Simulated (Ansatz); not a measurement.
## Abstraction of H: C2H2Cl2Si + CH2N → C2HCl2Si + CH3N

Species: C2H2Cl2Si `C#C[SiH](Cl)Cl`, singlet; CH2N `C=[N]`, doublet; C2HCl2Si `C#C[Si](Cl)Cl`, doublet; CH3N (methanimine) `C=N`, singlet. A radical takes H: the energy is the difference in strength between the Si–H bond broken and the N–H bond made.

Shapes, held fixed at every level: PBE0-D4/def2-TZVP. Programs: Ansatz 0.2.0. The zero-point and thermal change to 298 K, harmonic and unscaled (PBE0-D4/def2-TZVP), is +14.5 kJ/mol.

| level | kind | ΔH(298 K) (kJ/mol) | CPU time (sum over the molecules) |
| --- | --- | --- | --- |
| HF/def2-TZVPP | Hartree–Fock | +70.5 | – |
| r2SCAN-D4/def2-TZVPP | meta-GGA | +17.3 | 51 s |
| BHLYP-D4/def2-TZVPP | global hybrid | +33.8 | 40 s |
| PBE0-D4/def2-TZVPP | global hybrid | +11.5 | 34 s |
| r2SCAN0-D4/def2-TZVPP | global hybrid | +22.8 | 61 s |
| wB97M-V/def2-TZVPP | range-separated hybrid | +25.0 | 1.8 min |
| B2PLYP/def2-TZVPP | double hybrid | +18.4 | 50 s |

B2PLYP/def2-TZVPP gives ΔH(298 K) = +18.4 kJ/mol; the levels span +11.5 to +70.5. The median of the levels is +22.8. No measured value is set beside it here. Spin contamination: CH2N (⟨S²⟩ up to 0.93), C2HCl2Si (⟨S²⟩ up to 0.80). Open shells run unrestricted. Times are processor times on shared x86 and Arm servers, and rough.

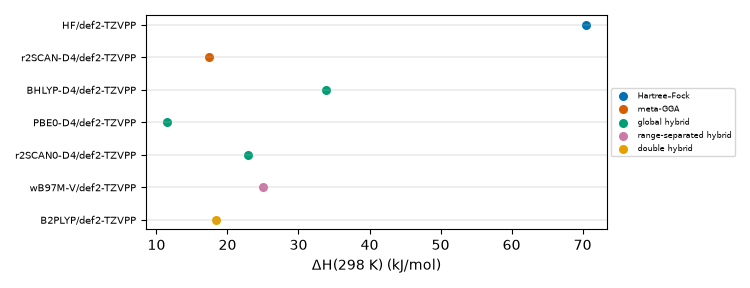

The values of the table, level by level.
